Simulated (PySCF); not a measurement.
# AlO (oxoaluminum): FCI/STO-3G

Aim: the vertical doublet–quartet gap of AlO (oxoaluminum) at FCI/STO-3G, from 2 runs. The job is set up through a Python script.

Program for the calculation: PySCF 2.14.0.

17 further runs of the same task are left out: 7 that didn't finish, 10 set aside as unsound or not needed.

## 1. Starting point

The species is AlO (2 atoms), meant as a doublet with charge 0. SMILES: `[O]=[Al]`. The coordinates come from a PBE0-D4/def2-TZVP relaxation.

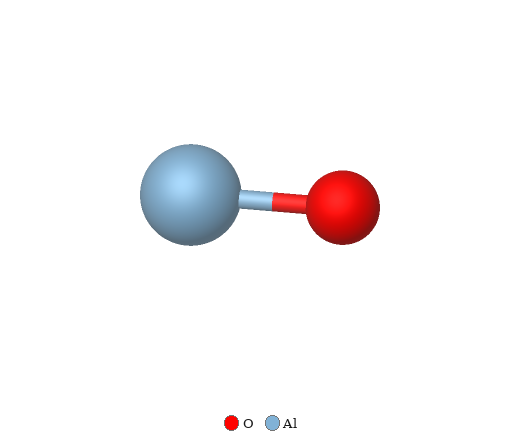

The structure, seen from a chosen angle (oxygen red, aluminium light blue).

## 2. A single-point energy at FCI/STO-3G

calc.py reads:

```python
from pyscf import gto, mcscf

molecule = gto.Mole()
molecule.atom = 'O 0.000000 -0.000000 -0.024920; Al -0.000000 0.000000 1.594970'
molecule.basis = 'sto-3g'
molecule.max_memory = 1860
molecule.charge = 0
molecule.verbose = 4
molecule.spin = 1
molecule.build()

mf = molecule.ROHF()
mf.conv_tol = 1e-10
mf.kernel()
if not mf.converged:
    mf = mf.newton().run(mf.mo_coeff, mf.mo_occ)

cas = mcscf.CASCI(mf, mf.mo_coeff.shape[-1] - 6, (molecule.nelec[0] - 6, molecule.nelec[1] - 6))  # full CI above the frozen core
cas.fix_spin_(ss=0.75)
cas.kernel()
e_final = cas.e_tot
print(f'total energy: {e_final:.8f} hartree')
```

On the command line:

```bash
$ OMP_NUM_THREADS=1 python calc.py
```

Log:

```text
PySCF version 2.14.0

[INPUT] num. atoms = 2
[INPUT] num. electrons = 21
[INPUT] charge = 0
[INPUT] spin (= nelec alpha-beta = 2S) = 1
[INPUT] symmetry False subgroup None
[INPUT] Mole.unit = angstrom
[INPUT] Symbol           X                Y                Z      unit          X                Y                Z       unit  Magmom
[INPUT]  1 O      0.000000000000   0.000000000000  -0.024920000000 AA    0.000000000000   0.000000000000  -0.047091975024 Bohr   0.0
[INPUT]  2 Al     0.000000000000   0.000000000000   1.594970000000 AA    0.000000000000   0.000000000000   3.014056476898 Bohr   0.0

nuclear repulsion = 33.9741772192433
number of shells = 8
number of NR pGTOs = 42
number of NR cGTOs = 14
basis = sto-3g
ecp = {}

******** <class 'pyscf.scf.rohf.ROHF'> ********
method = ROHF
initial guess = minao
damping factor = 0
level_shift factor = 0
DIIS = <class 'pyscf.scf.diis.CDIIS'>
diis_start_cycle = 1
diis_space = 8
diis_damp = 0
SCF conv_tol = 1e-10
SCF conv_tol_grad = None
SCF max_cycles = 50
direct_scf = True
direct_scf_tol = 1e-13
num. doubly occ = 10  num. singly occ = 1
Set gradient conv threshold to 1e-05
init E= -312.373956561489
  HOMO = -0.189743231184833  LUMO = 0.242350095860705  gap/eV = 11.75786
cycle= 1 E= -312.454197919006  delta_E= -0.0802  |g|= 0.613  |ddm|=  1.5
  HOMO = 0.11676790571479  LUMO = 0.406266561598462  gap/eV = 7.87766
cycle= 2 E= -311.729512035608  delta_E= 0.725  |g|=  1.8  |ddm|= 2.18
  HOMO = -0.00801668839451275  LUMO = 0.383272308055111  gap/eV = 10.64752
cycle= 3 E= -312.722652616506  delta_E= -0.993  |g|= 0.243  |ddm|= 1.17
  HOMO = 0.0159528383553023  LUMO = 0.40004285178103  gap/eV = 10.45162
cycle= 4 E= -312.752248551859  delta_E= -0.0296  |g|= 0.0715  |ddm|= 0.265
  HOMO = 0.0169499551906274  LUMO = 0.397642743093026  gap/eV = 10.35918
cycle= 5 E= -312.758810133473  delta_E= -0.00656  |g|= 0.0559  |ddm|= 0.153
  HOMO = 0.00564673367979607  LUMO = 0.395771142619252  gap/eV = 10.61583
cycle= 6 E= -312.766947270257  delta_E= -0.00814  |g|= 0.036  |ddm|= 0.398
  HOMO = -0.00221272464144107  LUMO = 0.39694440317475  gap/eV = 10.86162
cycle= 7 E= -312.766792625191  delta_E= 0.000155  |g|= 0.0164  |ddm|= 0.145
  HOMO = 0.00160213656478103  LUMO = 0.396936999168925  gap/eV = 10.75761
cycle= 8 E= -312.767087613404  delta_E= -0.000295  |g|= 0.0147  |ddm|=  0.2
  HOMO = 0.00293334654549937  LUMO = 0.39684622106719  gap/eV = 10.71892
cycle= 9 E= -312.767740488375  delta_E= -0.000653  |g|= 0.00087  |ddm|= 0.093
  HOMO = 0.000519165338617733  LUMO = 0.396905642004227  gap/eV = 10.78623
cycle= 10 E= -312.767739496583  delta_E= 9.92e-07  |g|= 0.000875  |ddm|= 0.0109
  HOMO = 0.000977477953887251  LUMO = 0.396895929167358  gap/eV = 10.77349
cycle= 11 E= -312.767741657496  delta_E= -2.16e-06  |g|= 0.000456  |ddm|= 0.00308
  HOMO = 0.00112819150625787  LUMO = 0.396884443521277  gap/eV = 10.76908
cycle= 12 E= -312.767742405878  delta_E= -7.48e-07  |g|= 4.4e-05  |ddm|= 0.0028
  HOMO = 0.00113612610942793  LUMO = 0.396883362329087  gap/eV = 10.76883
cycle= 13 E= -312.767742412942  delta_E= -7.06e-09  |g|= 2.41e-06  |ddm|= 0.000288
  HOMO = 0.0011370385492766  LUMO = 0.396883370053201  gap/eV = 10.76881
cycle= 14 E= -312.76774241296  delta_E= -1.76e-11  |g|= 6.15e-08  |ddm|= 1.49e-05
  HOMO = 0.00113705706704847  LUMO = 0.396883367860894  gap/eV = 10.76881
Extra cycle  E= -312.76774241296  delta_E= 1.14e-13  |g|= 6.17e-08  |ddm|= 3e-07
converged SCF energy = -312.76774241296

******** <class 'pyscf.mcscf.casci.CASCI'> ********
CAS (5e+4e, 8o), ncore = 6, nvir = 0
natorb = False
canonicalization = True
sorting_mo_energy = False
******** <class 'pyscf.fci.addons.SpinPenaltyFCISolver'> ********
max. cycles = 200
conv_tol = 1e-08
davidson only = True
linear dependence = 1e-12
level shift = 0.001
max iter space = 12
nroots = 1
pspace_size = 400
spin = None
Density matrix diagonal elements [1.99520531 1.98003262 0.99665592 1.93573638 1.97368132 0.04613723
 0.04619881 0.0263524 ]
CASCI converged
CASCI E = -312.845583182097  E(CI) = -23.0300744915069  S^2 = 0.7500000
total energy: -312.84558318 hartree
```

Wall time 0.68 s (1 thread of Arm Neoverse V2, shared host); peak memory 0.12 GiB.

## 3. The quartet

geometry.xyz reads:

```xyz
2

O      0.000000     0.000000    -0.024920
Al     0.000000     0.000000     1.594970
```

job.py reads:

```python
from pyscf import gto, mcscf

system = gto.Mole()
system.atom = 'geometry.xyz'
system.max_memory = 1860
system.verbose = 3
system.basis = 'sto-3g'
system.spin = 3
system.charge = 0
system.build()

calc0 = system.ROHF()
calc0.conv_tol = 1e-10
calc0.kernel()
if not calc0.converged:
    calc0 = calc0.newton().run(calc0.mo_coeff, calc0.mo_occ)

cas = mcscf.CASCI(calc0, calc0.mo_coeff.shape[-1] - 6, (system.nelec[0] - 6, system.nelec[1] - 6))  # full CI above the frozen core
cas.fix_spin_(ss=3.75)
cas.kernel()
etot = cas.e_tot
print('E(%s) = %.9f' % ('FCI', etot))
```

On the command line:

```bash
$ OMP_NUM_THREADS=1 python job.py
```

Log:

```text
converged SCF energy = -312.654130275105
CASCI E = -312.700126603472  E(CI) = -22.8881970420494  S^2 = 3.7500000
E(FCI) = -312.700126603
```

Wall time 0.66 s (1 thread of Arm Neoverse V2, shared host); peak memory 0.12 GiB.

## 4. Summary of results

Level: FCI/STO-3G, 6 core orbitals frozen.

```
                                            quantity          value
                               doublet: total energy  -312.84558 Eh
       doublet: dipole moment (Hartree–Fock density)         1.83 D
doublet: correlation energy (6 core orbitals frozen)      -77.8 mEh
                               quartet: total energy  -312.70013 Eh
       quartet: dipole moment (Hartree–Fock density)         2.57 D
quartet: correlation energy (6 core orbitals frozen)      -46.0 mEh
    vertical energy of the quartet above the doublet       3.958 eV
```

In words: At this shape the quartet lies 3.96 eV (382 kJ/mol) above the doublet. In a minimal basis such a difference can be off by several eV, whatever the method.
